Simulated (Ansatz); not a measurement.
## CH₇ClSi: molecular dynamics (part 1 of 5)

CH₇ClSi, computed with UKS B3LYP/def2-SVP (Ansatz 0.2.0).

It belongs to a series of runs on one base structure; here: dynamics from the highest image of the converged band.

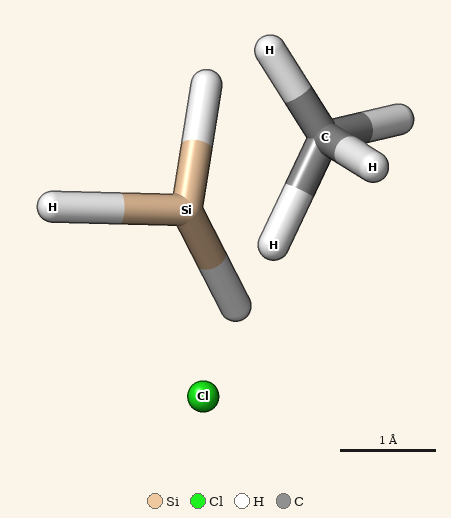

Figure 1. The starting structure (stick view, seen at an oblique angle). Bond lengths as drawn: C–H 1.10 to 1.26 Å and H–Si 1.48 to 1.50 Å.

### The input
```yaml
crystal:
  periodic: [false, false, false]
  atoms:
    - { symbol: Si, position_ang: [-1.00715, 0.142048, -0.389159] }
    - { symbol: Cl, position_ang: [0.399238, -1.621003, -1.704091] }
    - { symbol: H, position_ang: [-1.011242, 0.854471, -1.68368] }
    - { symbol: H, position_ang: [-1.42373, 1.181119, 0.61535] }
    - { symbol: H, position_ang: [-1.880696, -1.016213, -0.108634] }
    - { symbol: H, position_ang: [0.676267, -0.575151, -0.305411] }
    - { symbol: C, position_ang: [0.886971, 0.169793, 0.692025] }
    - { symbol: H, position_ang: [1.88017, -0.315717, 0.653991] }
    - { symbol: H, position_ang: [0.438466, -0.068687, 1.665432] }
    - { symbol: H, position_ang: [1.041906, 1.249142, 0.564276] }
magnetization:
  spin_polarized: true
basis:
  gaussian: { orbitals: def2-SVP }
hamiltonian:
  xc: b3lyp
md:
  timestep: 0.5
  n_steps: 200
  ensemble: nve
  temperature: 300.0
  initial_velocities: maxwell_boltzmann
  seed: 11540
```

Machine: 2 threads of Arm Neoverse V1, 24 GiB of memory available, shared host.

Launched with:
```bash
ansatz run input.yaml --threads 2 --pin off --max-ram 3072MiB --backend cpu --events-out ev --progress --plain --runs-dir out
```

### The program's output
```
Engine: ansatz 0.2.0, aarch64-unknown-linux-gnu
Functional definition: B3LYP
  parameter a0 = 0.2
  parameter ax = 0.72
  parameter ac = 0.81
  exchange = (1 - a0 - ax)*slater_x + ax*b88_x + a0*exact_x
  correlation = (1 - ac)*vwn_rpa_c + ac*lyp_c
897 factors; integrals over basis functions are off by at most 4.9e-4 eV
mean field evaluation 1: about -21539.8227 eV, gradient 2.8e1 eV
mean field evaluation 2: about -21538.5859 eV, gradient 3.0e1 eV
mean field evaluation 4: about -21543.4906 eV, gradient 1.2e0 eV
mean field evaluation 8: about -21543.5038 eV, gradient 6.4e-3 eV
mean field -21543.50383488 eV, -791.7091632205 hartree, gradient 5.0e-5 eV, S^2 0.000000; 0 other end points of the search recorded, 0 dependent functions left out
the calculation of the forces begins
reference -21543.50408000 eV, -791.7091722286 hartree; 22, 22 occupied and 63, 63 virtual orbitals, 897 factors
md step     0: t =     0.00 fs  T =   300.0 K  F+E_penalty+E_count = -21543.50383488 eV  E_kin = 0.310224 eV  conserved = -21543.19361088 eV  (25 SCF iters)
these checks for a lower state are left out or cut short: starts, cluster_reference, orbital_swaps, neighbouring_geometries, increment
897 factors; integrals over basis functions are off by at most 4.6e-4 eV
mean field evaluation 16: about -21543.4903 eV, gradient 1.9e-3 eV
mean field -21543.49583136 eV, -791.7088690964 hartree, gradient 7.5e-5 eV, S^2 0.000000; 0 other end points of the search recorded, 0 dependent functions left out
the calculation of the forces begins
reference -21543.49607577 eV, -791.7088780783 hartree; 22, 22 occupied and 63, 63 virtual orbitals, 897 factors
md step     1: t =     0.50 fs  T =   292.3 K  F+E_penalty+E_count = -21543.49583136 eV  E_kin = 0.302221 eV  conserved = -21543.19361032 eV  (28 SCF iters)
[... from here on the SCF iterations and repeated set-up lines of each step are left out, up to the last step ...]
md step     2: t =     1.00 fs  T =   270.0 K  F+E_penalty+E_count = -21543.47265723 eV  E_kin = 0.279242 eV  conserved = -21543.19341554 eV  (27 SCF iters)
md step     3: t =     1.50 fs  T =   236.6 K  F+E_penalty+E_count = -21543.43773111 eV  E_kin = 0.244695 eV  conserved = -21543.19303646 eV  (27 SCF iters)
md step     4: t =     2.00 fs  T =   198.0 K  F+E_penalty+E_count = -21543.39727140 eV  E_kin = 0.204728 eV  conserved = -21543.19254293 eV  (25 SCF iters)
md step     5: t =     2.50 fs  T =   161.6 K  F+E_penalty+E_count = -21543.35916544 eV  E_kin = 0.167107 eV  conserved = -21543.19205796 eV  (24 SCF iters)
md step     6: t =     3.00 fs  T =   134.7 K  F+E_penalty+E_count = -21543.33105602 eV  E_kin = 0.139333 eV  conserved = -21543.19172259 eV  (24 SCF iters)
md step     7: t =     3.50 fs  T =   122.4 K  F+E_penalty+E_count = -21543.31819256 eV  E_kin = 0.126552 eV  conserved = -21543.19164020 eV  (24 SCF iters)
md step     8: t =     4.00 fs  T =   125.8 K  F+E_penalty+E_count = -21543.32186831 eV  E_kin = 0.130038 eV  conserved = -21543.19183067 eV  (25 SCF iters)
md step     9: t =     4.50 fs  T =   142.1 K  F+E_penalty+E_count = -21543.33911920 eV  E_kin = 0.146898 eV  conserved = -21543.19222151 eV  (24 SCF iters)
md step    10: t =     5.00 fs  T =   165.5 K  F+E_penalty+E_count = -21543.36381246 eV  E_kin = 0.171130 eV  conserved = -21543.19268259 eV  (24 SCF iters)
md step    11: t =     5.50 fs  T =   189.1 K  F+E_penalty+E_count = -21543.38862137 eV  E_kin = 0.195540 eV  conserved = -21543.19308129 eV  (24 SCF iters)
md step    12: t =     6.00 fs  T =   206.7 K  F+E_penalty+E_count = -21543.40706699 eV  E_kin = 0.213739 eV  conserved = -21543.19332807 eV  (25 SCF iters)
md step    13: t =     6.50 fs  T =   214.2 K  F+E_penalty+E_count = -21543.41494109 eV  E_kin = 0.221548 eV  conserved = -21543.19339323 eV  (27 SCF iters)
md step    14: t =     7.00 fs  T =   210.4 K  F+E_penalty+E_count = -21543.41083330 eV  E_kin = 0.217536 eV  conserved = -21543.19329755 eV  (27 SCF iters)
md step    15: t =     7.50 fs  T =   196.1 K  F+E_penalty+E_count = -21543.39587622 eV  E_kin = 0.202786 eV  conserved = -21543.19309015 eV  (25 SCF iters)
md step    16: t =     8.00 fs  T =   174.3 K  F+E_penalty+E_count = -21543.37302832 eV  E_kin = 0.180200 eV  conserved = -21543.19282873 eV  (25 SCF iters)
md step    17: t =     8.50 fs  T =   148.6 K  F+E_penalty+E_count = -21543.34621262 eV  E_kin = 0.153654 eV  conserved = -21543.19255886 eV  (24 SCF iters)
md step    18: t =     9.00 fs  T =   123.0 K  F+E_penalty+E_count = -21543.31955918 eV  E_kin = 0.127242 eV  conserved = -21543.19231720 eV  (25 SCF iters)
md step    19: t =     9.50 fs  T =   101.2 K  F+E_penalty+E_count = -21543.29682526 eV  E_kin = 0.104699 eV  conserved = -21543.19212589 eV  (27 SCF iters)
md step    20: t =    10.00 fs  T =    86.1 K  F+E_penalty+E_count = -21543.28102525 eV  E_kin = 0.089029 eV  conserved = -21543.19199596 eV  (26 SCF iters)
md step    21: t =    10.50 fs  T =    79.6 K  F+E_penalty+E_count = -21543.27422244 eV  E_kin = 0.082290 eV  conserved = -21543.19193278 eV  (26 SCF iters)
md step    22: t =    11.00 fs  T =    82.7 K  F+E_penalty+E_count = -21543.27742263 eV  E_kin = 0.085484 eV  conserved = -21543.19193895 eV  (25 SCF iters)
md step    23: t =    11.50 fs  T =    95.3 K  F+E_penalty+E_count = -21543.29052359 eV  E_kin = 0.098508 eV  conserved = -21543.19201560 eV  (25 SCF iters)
md step    24: t =    12.00 fs  T =   116.2 K  F+E_penalty+E_count = -21543.31229766 eV  E_kin = 0.120136 eV  conserved = -21543.19216214 eV  (25 SCF iters)
md step    25: t =    12.50 fs  T =   143.2 K  F+E_penalty+E_count = -21543.34041394 eV  E_kin = 0.148040 eV  conserved = -21543.19237364 eV  (25 SCF iters)
md step    26: t =    13.00 fs  T =   173.0 K  F+E_penalty+E_count = -21543.37153756 eV  E_kin = 0.178899 eV  conserved = -21543.19263824 eV  (25 SCF iters)
md step    27: t =    13.50 fs  T =   201.8 K  F+E_penalty+E_count = -21543.40155591 eV  E_kin = 0.208626 eV  conserved = -21543.19293005 eV  (25 SCF iters)
md step    28: t =    14.00 fs  T =   225.1 K  F+E_penalty+E_count = -21543.42599961 eV  E_kin = 0.232791 eV  conserved = -21543.19320882 eV  (26 SCF iters)
md step    29: t =    14.50 fs  T =   239.1 K  F+E_penalty+E_count = -21543.44068779 eV  E_kin = 0.247265 eV  conserved = -21543.19342299 eV  (27 SCF iters)
md step    30: t =    15.00 fs  T =   240.8 K  F+E_penalty+E_count = -21543.44256169 eV  E_kin = 0.249050 eV  conserved = -21543.19351133 eV  (27 SCF iters)
md step    31: t =    15.50 fs  T =   229.4 K  F+E_penalty+E_count = -21543.43059680 eV  E_kin = 0.237171 eV  conserved = -21543.19342535 eV  (27 SCF iters)
md step    32: t =    16.00 fs  T =   206.3 K  F+E_penalty+E_count = -21543.40651556 eV  E_kin = 0.213367 eV  conserved = -21543.19314872 eV  (27 SCF iters)
md step    33: t =    16.50 fs  T =   176.2 K  F+E_penalty+E_count = -21543.37496801 eV  E_kin = 0.182248 eV  conserved = -21543.19272012 eV  (25 SCF iters)
md step    34: t =    17.00 fs  T =   145.7 K  F+E_penalty+E_count = -21543.34287071 eV  E_kin = 0.150633 eV  conserved = -21543.19223819 eV  (25 SCF iters)
md step    35: t =    17.50 fs  T =   121.9 K  F+E_penalty+E_count = -21543.31785255 eV  E_kin = 0.126014 eV  conserved = -21543.19183870 eV  (26 SCF iters)
md step    36: t =    18.00 fs  T =   110.8 K  F+E_penalty+E_count = -21543.30617042 eV  E_kin = 0.114525 eV  conserved = -21543.19164569 eV  (25 SCF iters)
md step    37: t =    18.50 fs  T =   115.2 K  F+E_penalty+E_count = -21543.31082776 eV  E_kin = 0.119109 eV  conserved = -21543.19171876 eV  (25 SCF iters)
md step    38: t =    19.00 fs  T =   134.1 K  F+E_penalty+E_count = -21543.33067493 eV  E_kin = 0.138649 eV  conserved = -21543.19202634 eV  (25 SCF iters)
md step    39: t =    19.50 fs  T =   162.9 K  F+E_penalty+E_count = -21543.36088028 eV  E_kin = 0.168418 eV  conserved = -21543.19246217 eV  (25 SCF iters)
md step    40: t =    20.00 fs  T =   195.0 K  F+E_penalty+E_count = -21543.39453701 eV  E_kin = 0.201645 eV  conserved = -21543.19289242 eV  (27 SCF iters)
md step    41: t =    20.50 fs  T =   223.9 K  F+E_penalty+E_count = -21543.42471042 eV  E_kin = 0.231504 eV  conserved = -21543.19320631 eV  (26 SCF iters)
md step    42: t =    21.00 fs  T =   244.5 K  F+E_penalty+E_count = -21543.44617236 eV  E_kin = 0.252828 eV  conserved = -21543.19334464 eV  (27 SCF iters)
md step    43: t =    21.50 fs  T =   254.4 K  F+E_penalty+E_count = -21543.45637097 eV  E_kin = 0.263068 eV  conserved = -21543.19330296 eV  (27 SCF iters)
md step    44: t =    22.00 fs  T =   253.8 K  F+E_penalty+E_count = -21543.45557255 eV  E_kin = 0.262458 eV  conserved = -21543.19311452 eV  (27 SCF iters)
md step    45: t =    22.50 fs  T =   245.2 K  F+E_penalty+E_count = -21543.44639910 eV  E_kin = 0.253568 eV  conserved = -21543.19283086 eV  (26 SCF iters)
md step    46: t =    23.00 fs  T =   232.6 K  F+E_penalty+E_count = -21543.43306390 eV  E_kin = 0.240560 eV  conserved = -21543.19250391 eV  (26 SCF iters)
md step    47: t =    23.50 fs  T =   220.9 K  F+E_penalty+E_count = -21543.42056634 eV  E_kin = 0.228389 eV  conserved = -21543.19217740 eV  (27 SCF iters)
md step    48: t =    24.00 fs  T =   214.8 K  F+E_penalty+E_count = -21543.41399412 eV  E_kin = 0.222110 eV  conserved = -21543.19188365 eV  (27 SCF iters)
md step    49: t =    24.50 fs  T =   218.9 K  F+E_penalty+E_count = -21543.41798813 eV  E_kin = 0.226340 eV  conserved = -21543.19164807 eV  (27 SCF iters)
md step    50: t =    25.00 fs  T =   236.8 K  F+E_penalty+E_count = -21543.43633920 eV  E_kin = 0.244848 eV  conserved = -21543.19149123 eV  (27 SCF iters)
md step    51: t =    25.50 fs  T =   271.0 K  F+E_penalty+E_count = -21543.47165910 eV  E_kin = 0.280222 eV  conserved = -21543.19143695 eV  (27 SCF iters)
md step    52: t =    26.00 fs  T =   322.5 K  F+E_penalty+E_count = -21543.52502768 eV  E_kin = 0.333509 eV  conserved = -21543.19151897 eV  (27 SCF iters)
md step    53: t =    26.50 fs  T =   390.4 K  F+E_penalty+E_count = -21543.59552042 eV  E_kin = 0.403734 eV  conserved = -21543.19178617 eV  (27 SCF iters)
md step    54: t =    27.00 fs  T =   471.2 K  F+E_penalty+E_count = -21543.67954623 eV  E_kin = 0.487243 eV  conserved = -21543.19230282 eV  (27 SCF iters)
md step    55: t =    27.50 fs  T =   557.9 K  F+E_penalty+E_count = -21543.77002396 eV  E_kin = 0.576894 eV  conserved = -21543.19313044 eV  (27 SCF iters)
md step    56: t =    28.00 fs  T =   639.6 K  F+E_penalty+E_count = -21543.85568593 eV  E_kin = 0.661409 eV  conserved = -21543.19427680 eV  (27 SCF iters)
md step    57: t =    28.50 fs  T =   701.8 K  F+E_penalty+E_count = -21543.92129706 eV  E_kin = 0.725702 eV  conserved = -21543.19559529 eV  (27 SCF iters)
md step    58: t =    29.00 fs  T =   728.8 K  F+E_penalty+E_count = -21543.95025673 eV  E_kin = 0.753601 eV  conserved = -21543.19665584 eV  (26 SCF iters)
md step    59: t =    29.50 fs  T =   710.3 K  F+E_penalty+E_count = -21543.93124892 eV  E_kin = 0.734508 eV  conserved = -21543.19674051 eV  (26 SCF iters)
md step    60: t =    30.00 fs  T =   651.1 K  F+E_penalty+E_count = -21543.86854462 eV  E_kin = 0.673322 eV  conserved = -21543.19522290 eV  (27 SCF iters)
md step    61: t =    30.50 fs  T =   577.7 K  F+E_penalty+E_count = -21543.78984826 eV  E_kin = 0.597437 eV  conserved = -21543.19241144 eV  (27 SCF iters)
md step    62: t =    31.00 fs  T =   531.9 K  F+E_penalty+E_count = -21543.74004345 eV  E_kin = 0.550062 eV  conserved = -21543.18998100 eV  (26 SCF iters)
md step    63: t =    31.50 fs  T =   547.8 K  F+E_penalty+E_count = -21543.75624667 eV  E_kin = 0.566471 eV  conserved = -21543.18977541 eV  (25 SCF iters)
md step    64: t =    32.00 fs  T =   628.5 K  F+E_penalty+E_count = -21543.84179165 eV  E_kin = 0.649943 eV  conserved = -21543.19184870 eV  (26 SCF iters)
md step    65: t =    32.50 fs  T =   745.6 K  F+E_penalty+E_count = -21543.96544639 eV  E_kin = 0.770964 eV  conserved = -21543.19448231 eV  (25 SCF iters)
md step    66: t =    33.00 fs  T =   860.3 K  F+E_penalty+E_count = -21544.08568434 eV  E_kin = 0.889579 eV  conserved = -21543.19610549 eV  (26 SCF iters)
md step    67: t =    33.50 fs  T =   945.6 K  F+E_penalty+E_count = -21544.17421089 eV  E_kin = 0.977805 eV  conserved = -21543.19640591 eV  (25 SCF iters)
md step    68: t =    34.00 fs  T =   992.5 K  F+E_penalty+E_count = -21544.22225586 eV  E_kin = 1.026369 eV  conserved = -21543.19588707 eV  (25 SCF iters)
md step    69: t =    34.50 fs  T =  1005.0 K  F+E_penalty+E_count = -21544.23437143 eV  E_kin = 1.039267 eV  conserved = -21543.19510488 eV  (25 SCF iters)
md step    70: t =    35.00 fs  T =   992.2 K  F+E_penalty+E_count = -21544.22041521 eV  E_kin = 1.026063 eV  conserved = -21543.19435231 eV  (25 SCF iters)
md step    71: t =    35.50 fs  T =   964.3 K  F+E_penalty+E_count = -21544.19086690 eV  E_kin = 0.997169 eV  conserved = -21543.19369839 eV  (26 SCF iters)
md step    72: t =    36.00 fs  T =   930.5 K  F+E_penalty+E_count = -21544.15537795 eV  E_kin = 0.962260 eV  conserved = -21543.19311810 eV  (27 SCF iters)
md step    73: t =    36.50 fs  T =   899.6 K  F+E_penalty+E_count = -21544.12281936 eV  E_kin = 0.930234 eV  conserved = -21543.19258529 eV  (26 SCF iters)
md step    74: t =    37.00 fs  T =   879.4 K  F+E_penalty+E_count = -21544.10145980 eV  E_kin = 0.909347 eV  conserved = -21543.19211290 eV  (25 SCF iters)
md step    75: t =    37.50 fs  T =   877.0 K  F+E_penalty+E_count = -21544.09865431 eV  E_kin = 0.906903 eV  conserved = -21543.19175128 eV  (25 SCF iters)
md step    76: t =    38.00 fs  T =   897.8 K  F+E_penalty+E_count = -21544.12000415 eV  E_kin = 0.928427 eV  conserved = -21543.19157683 eV  (25 SCF iters)
md step    77: t =    38.50 fs  T =   944.4 K  F+E_penalty+E_count = -21544.16820381 eV  E_kin = 0.976536 eV  conserved = -21543.19166747 eV  (25 SCF iters)
md step    78: t =    39.00 fs  T =  1015.2 K  F+E_penalty+E_count = -21544.24186327 eV  E_kin = 1.049763 eV  conserved = -21543.19210014 eV  (25 SCF iters)
md step    79: t =    39.50 fs  T =  1103.8 K  F+E_penalty+E_count = -21544.33441041 eV  E_kin = 1.141464 eV  conserved = -21543.19294611 eV  (25 SCF iters)
md step    80: t =    40.00 fs  T =  1198.1 K  F+E_penalty+E_count = -21544.43318021 eV  E_kin = 1.238934 eV  conserved = -21543.19424647 eV  (25 SCF iters)
md step    81: t =    40.50 fs  T =  1279.7 K  F+E_penalty+E_count = -21544.51921830 eV  E_kin = 1.323317 eV  conserved = -21543.19590152 eV  (26 SCF iters)
md step    82: t =    41.00 fs  T =  1326.8 K  F+E_penalty+E_count = -21544.56946734 eV  E_kin = 1.371996 eV  conserved = -21543.19747089 eV  (26 SCF iters)
md step    83: t =    41.50 fs  T =  1321.0 K  F+E_penalty+E_count = -21544.56409536 eV  E_kin = 1.366071 eV  conserved = -21543.19802449 eV  (26 SCF iters)
md step    84: t =    42.00 fs  T =  1260.9 K  F+E_penalty+E_count = -21544.50040608 eV  E_kin = 1.303922 eV  conserved = -21543.19648447 eV  (25 SCF iters)
md step    85: t =    42.50 fs  T =  1174.3 K  F+E_penalty+E_count = -21544.40721364 eV  E_kin = 1.214361 eV  conserved = -21543.19285241 eV  (25 SCF iters)
md step    86: t =    43.00 fs  T =  1114.6 K  F+E_penalty+E_count = -21544.34199467 eV  E_kin = 1.152626 eV  conserved = -21543.18936866 eV  (25 SCF iters)
md step    87: t =    43.50 fs  T =  1129.4 K  F+E_penalty+E_count = -21544.35695323 eV  E_kin = 1.167843 eV  conserved = -21543.18911029 eV  (25 SCF iters)
md step    88: t =    44.00 fs  T =  1221.8 K  F+E_penalty+E_count = -21544.45589406 eV  E_kin = 1.263452 eV  conserved = -21543.19244228 eV  (25 SCF iters)
md step    89: t =    44.50 fs  T =  1346.9 K  F+E_penalty+E_count = -21544.58928541 eV  E_kin = 1.392771 eV  conserved = -21543.19651490 eV  (25 SCF iters)
md step    90: t =    45.00 fs  T =  1446.1 K  F+E_penalty+E_count = -21544.69400129 eV  E_kin = 1.495356 eV  conserved = -21543.19864547 eV  (25 SCF iters)
md step    91: t =    45.50 fs  T =  1484.1 K  F+E_penalty+E_count = -21544.73303931 eV  E_kin = 1.534639 eV  conserved = -21543.19839983 eV  (25 SCF iters)
md step    92: t =    46.00 fs  T =  1458.2 K  F+E_penalty+E_count = -21544.70467939 eV  E_kin = 1.507918 eV  conserved = -21543.19676137 eV  (26 SCF iters)
md step    93: t =    46.50 fs  T =  1387.7 K  F+E_penalty+E_count = -21544.62982010 eV  E_kin = 1.435025 eV  conserved = -21543.19479538 eV  (25 SCF iters)
md step    94: t =    47.00 fs  T =  1298.9 K  F+E_penalty+E_count = -21544.53627720 eV  E_kin = 1.343147 eV  conserved = -21543.19312980 eV  (25 SCF iters)
md step    95: t =    47.50 fs  T =  1215.3 K  F+E_penalty+E_count = -21544.44871119 eV  E_kin = 1.256711 eV  conserved = -21543.19199993 eV  (26 SCF iters)
md step    96: t =    48.00 fs  T =  1153.6 K  F+E_penalty+E_count = -21544.38437650 eV  E_kin = 1.192965 eV  conserved = -21543.19141150 eV  (26 SCF iters)
md step    97: t =    48.50 fs  T =  1123.0 K  F+E_penalty+E_count = -21544.35253710 eV  E_kin = 1.161276 eV  conserved = -21543.19126123 eV  (27 SCF iters)
md step    98: t =    49.00 fs  T =  1126.0 K  F+E_penalty+E_count = -21544.35574009 eV  E_kin = 1.164329 eV  conserved = -21543.19141102 eV  (26 SCF iters)
md step    99: t =    49.50 fs  T =  1160.5 K  F+E_penalty+E_count = -21544.39176061 eV  E_kin = 1.200020 eV  conserved = -21543.19174057 eV  (26 SCF iters)
md step   100: t =    50.00 fs  T =  1221.6 K  F+E_penalty+E_count = -21544.45538232 eV  E_kin = 1.263199 eV  conserved = -21543.19218346 eV  (26 SCF iters)
md step   101: t =    50.50 fs  T =  1302.3 K  F+E_penalty+E_count = -21544.53944230 eV  E_kin = 1.346699 eV  conserved = -21543.19274333 eV  (26 SCF iters)
md step   102: t =    51.00 fs  T =  1393.9 K  F+E_penalty+E_count = -21544.63488289 eV  E_kin = 1.441397 eV  conserved = -21543.19348561 eV  (27 SCF iters)
md step   103: t =    51.50 fs  T =  1484.8 K  F+E_penalty+E_count = -21544.72994965 eV  E_kin = 1.535451 eV  conserved = -21543.19449824 eV  (26 SCF iters)
md step   104: t =    52.00 fs  T =  1560.2 K  F+E_penalty+E_count = -21544.80917169 eV  E_kin = 1.613364 eV  conserved = -21543.19580788 eV  (26 SCF iters)
md step   105: t =    52.50 fs  T =  1601.6 K  F+E_penalty+E_count = -21544.85343474 eV  E_kin = 1.656201 eV  conserved = -21543.19723373 eV  (26 SCF iters)
md step   106: t =    53.00 fs  T =  1590.9 K  F+E_penalty+E_count = -21544.84333268 eV  E_kin = 1.645131 eV  conserved = -21543.19820172 eV  (26 SCF iters)
md step   107: t =    53.50 fs  T =  1518.7 K  F+E_penalty+E_count = -21544.76822835 eV  E_kin = 1.570495 eV  conserved = -21543.19773309 eV  (26 SCF iters)
md step   108: t =    54.00 fs  T =  1397.7 K  F+E_penalty+E_count = -21544.64037688 eV  E_kin = 1.445339 eV  conserved = -21543.19503813 eV  (25 SCF iters)
md step   109: t =    54.50 fs  T =  1270.4 K  F+E_penalty+E_count = -21544.50456695 eV  E_kin = 1.313742 eV  conserved = -21543.19082531 eV  (25 SCF iters)
md step   110: t =    55.00 fs  T =  1196.6 K  F+E_penalty+E_count = -21544.42525094 eV  E_kin = 1.237402 eV  conserved = -21543.18784907 eV  (25 SCF iters)
md step   111: t =    55.50 fs  T =  1216.4 K  F+E_penalty+E_count = -21544.44641092 eV  E_kin = 1.257805 eV  conserved = -21543.18860586 eV  (25 SCF iters)
```
